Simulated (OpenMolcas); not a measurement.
# Ti²⁺ with 6 ligands (sulfide): CASSCF and CASPT2 levels and susceptibility

Aim: the ligand-field states of Ti²⁺ in this surrounding, its lowest levels with spin-orbit coupling and its magnetic susceptibility.

The numbers are computed with OpenMolcas 26.06 (state-averaged CASSCF and CASPT2, spin-orbit coupling by RASSI with atomic mean-field integrals), except any that are marked as measured or tabulated.

## 1. Starting point

| Item | Value |
| --- | --- |
| Species | Ti²⁺ (titanium, Z = 22, 20 electrons) |
| Basis | ANO-RCC-VDZP [5s4p2d1f], 142 functions with the ligands |
| Scalar Hamiltonian | DKH2, point nucleus |
| Inactive shells | 1s 2s 2p 3s 3p of the metal, and all ligand shells |
| Active space | 2 electrons in 5 orbitals (3d) |
| Some configurations of this space | 3d² |
| Orbitals | optimised for each spin and parity, averaged over all roots |

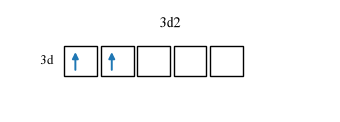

Outer shells as boxes.

Ti²⁺ is taken with 6 ligands (sulfide) in octahedron coordination (Oh) at 2.75 Å. A charge of +1.67 e stands 3.2 Å behind each ligand. Ligand basis ANO-RCC-VDZP. The distances are assumed, not relaxed.

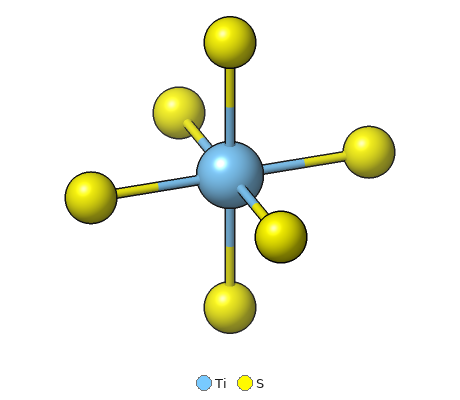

The cluster treated with basis functions (titanium blue, sulfur yellow); what lies farther out is not drawn.

```xyz
7

Ti    0.0000    0.0000    0.0000
S     2.7500    0.0000    0.0000
S     0.0000    2.7500    0.0000
S    -2.7500    0.0000    0.0000
S     0.0000   -2.7500    0.0000
S     0.0000    0.0000    2.7500
S     0.0000    0.0000   -2.7500
```

Each step is its own input file, run in one work folder so that later steps find the files of earlier ones. Labels, J, g values, rates, χT and fits are worked out afterwards by a script from the matrices that RASSI stores. The input lists half of the charges; inversion (Group=XYZ) makes the rest.

## 2. Basis and integrals

Contents of a.inp:

```
&GATEWAY
Coord
7

Ti 0.0 0.0 0.0
S 2.750000 0.000000 0.000000
S 0.000000 2.750000 0.000000
S -2.750000 0.000000 0.000000
S 0.000000 -2.750000 0.000000
S 0.000000 0.000000 2.750000
S 0.000000 0.000000 -2.750000
Basis=Ti.ANO-RCC-VDZP,S.ANO-RCC-VDZP
Group=XYZ
NoMove
AngMom=0.0 0.0 0.0
AMFI
RICD
XField
3 Angstrom 0
5.950000 0.000000 0.000000 1.666667
0.000000 5.950000 0.000000 1.666667
0.000000 0.000000 5.950000 1.666667
&SEWARD
```

Launch:

```
$ OMP_NUM_THREADS=1 MOLCAS_MEM=2457 MOLCAS_PROJECT=a pymolcas a.inp > a.log
```

## 3. CASSCF: triplets of even parity, 10 roots

Contents of a.inp:

```
&RASSCF
FileOrb=start.orb
Symmetry=1
Spin=3
nActEl=2 0 0
Inactive=30 33
Ras2=5 0
CIRoot=10 10 1
SDav=10
CIMx=300
Iter=150 100
PrWF=0.3
OrbListing=Nothing
MaxOrb=0
LevShft=1.0
>>> COPY $Project.JobIph JOB001
```

start.orb holds start orbitals that the driver prepared beforehand, or those of the step before.

## 4. Reference wave functions, singlets of even parity, 15 roots

Contents of a.inp:

```
&RASSCF
FileOrb=start.orb
Symmetry=1
Spin=1
nActEl=2 0 0
Inactive=30 33
Ras2=5 0
CIRoot=15 15 1
SDav=15
CIMx=300
Iter=150 100
PrWF=0.3
OrbListing=Nothing
MaxOrb=0
LevShft=1.0
>>> COPY $Project.JobIph JOB002
```

## 5. State interaction with spin-orbit coupling

Contents of a.inp:

```
&RASSI
NrOfJobIphs=2 10 15
1 2 3 4 5 6 7 8 9 10
1 2 3 4 5 6 7 8 9 10 11 12 13 14 15
IphNames
JOB001
JOB002
EJob
SpinOrbit
DIPRint=1.0
SOCoupling=1000.0
Subsets=2
Property=9
'ANGMOM' 1 'ANGMOM' 2 'ANGMOM' 3 'MLTPL  1' 1 'MLTPL  1' 2 'MLTPL  1' 3
'AMFI' 1 'AMFI' 2 'AMFI' 3
SOProperty=3
'ANGMOM' 1 'ANGMOM' 2 'ANGMOM' 3
```

## 6. CASPT2: IPEA 0.25, imaginary shift 0.1 (closed shells correlated: 3s 3p of the metal, with ligand shells; the Frozen line counts the rest)

Contents of a.inp:

```
>>> COPY JOB001 $Project.JobIph
&CASPT2
Multistate=10 1 2 3 4 5 6 7 8 9 10
NoMult
Frozen=17 18
IPEA=0.25
Imaginary=0.1
MaxIter=60
WThr=0.0 0.3 0.05
PrWF=0.5
NoMix
>>> COPY JOB002 $Project.JobIph
&CASPT2
Multistate=15 1 2 3 4 5 6 7 8 9 10 11 12 13 14 15
NoMult
Frozen=17 18
IPEA=0.25
Imaginary=0.1
MaxIter=60
WThr=0.0 0.3 0.05
PrWF=0.5
NoMix
```

(Steps that only read results are left out.)

**Question.** What will these runs give? Wanted: spin-free ground state; first state of the same spin within the active space; lowest level; next level.

**Answer**, as computed:

| quantity | value |
| --- | --- |
| method | SS-CASPT2, IPEA 0.25, imaginary shift 0.1 (closed shells correlated: 3s 3p of the metal, with ligand shells; the Frozen line counts the rest) |
| spin-free ground state | 3T1, 3-fold in its orbital part |
| first state of the same spin within the active space | 3T2 at 2290 cm⁻¹ |
| lowest level | 2-fold E, g = 0.00, 0.00, 0.00 |
| next level | 11.8 cm⁻¹ |
| χT at 300 K | 1.15 cm³ K/mol |
| effective moment at 300 K | 3.04 μB |

Cost by method:

```tsv
method	time of its own steps	time with the reference
A. CASSCF	20 s	20 s
B. SS-CASPT2, IPEA 0.25, imaginary shift 0.1, +3s 3p	51 s	71 s
```

Times are of one thread on a shared host.

What this shows: The spin-free ground state (3T1) comes to 99 % from free-ion F terms and keeps the highest spin of the shell. χT at 300 K is 1.15, against 1.00 cm³ K/mol for the spin alone, so orbital moment adds to it. A ligand-field fit to the states below 45000 cm-1 gives 10Dq = 2977 cm-1, B = 653 cm-1 and C = 2015 cm-1 (C/B = 3.09), with a deviation of 480 cm-1. CASPT2 does not keep the components of a term degenerate, and the means are used. The bonds are covalent and no ligand orbital is active, so the numbers are rough. Bare point charges leave oxide and sulfide ligands too diffuse, so the field comes out too small.
